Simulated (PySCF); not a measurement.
Input file:

```
{"job": {"kind": "nmr", "xc": "PBE0", "basis": "pcSseg-1"}, "charge": 0, "multiplicity": 1}
Si     1.885386    -0.399878     0.016462
C      0.650581     1.017461    -0.068622
C     -0.668566     0.892143    -0.056885
Si    -1.776242    -0.636982     0.048938
Cl    -1.660436     2.336563    -0.157595
H      1.728747    -1.279826    -1.143321
H      1.703202    -1.161624     1.253633
H      3.224767     0.194055     0.001439
H      1.071574     2.015083    -0.137245
H     -2.550098    -0.700006    -1.191432
H     -2.661655    -0.447953     1.197949
H     -0.946061    -1.829722     0.210651
```

Command:

```sh
OMP_NUM_THREADS=1 python probes_run.py task.json out
```

Geometry: GFN2-xTB.

These are results of PBE0/pcSseg-1, SCF density, gas phase, non-relativistic in PySCF, not measurements.

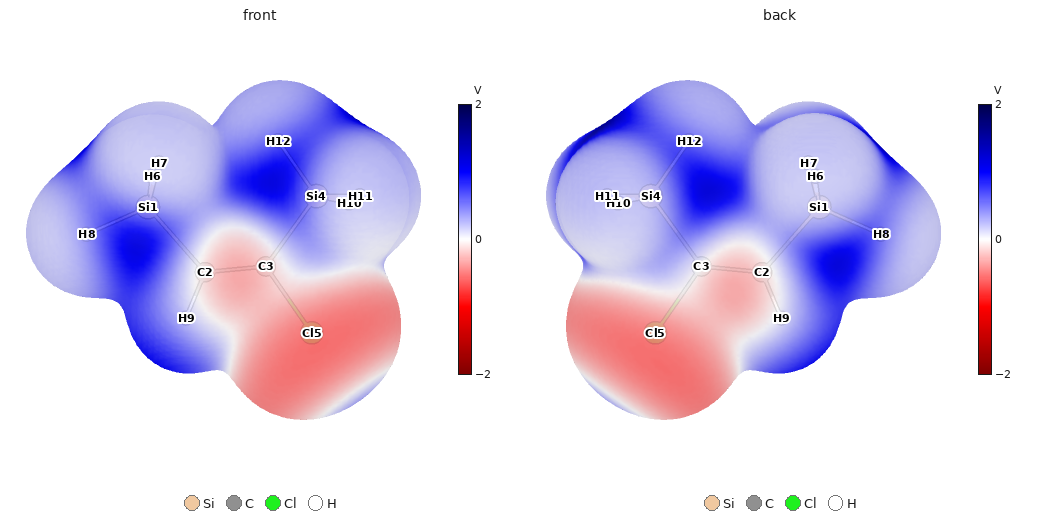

C2H7ClSi2 (SMILES [SiH3]/C=C(\[SiH3])Cl). The molecular electrostatic potential painted on the density surface at 0.002 e/bohr³, seen from the front and from behind; the colour scale runs from red (negative) to blue (positive).

Q: Describe the electrostatic potential map.

A: The most negative region (about −0.6 V, or −14 kcal/mol for a unit charge) lies over Cl5, the most positive (about +1.5 V, or +35 kcal/mol for a unit charge) over Si4. Cl5 shows a σ-hole: about +0.3 V, or +7 kcal/mol for a unit charge at the tip opposite its bond, against about −0.4 V, or −9 kcal/mol for a unit charge on its flanks.

Q: What dipole moment does the calculation give?

A: Its dipole moment is 1.28 D.
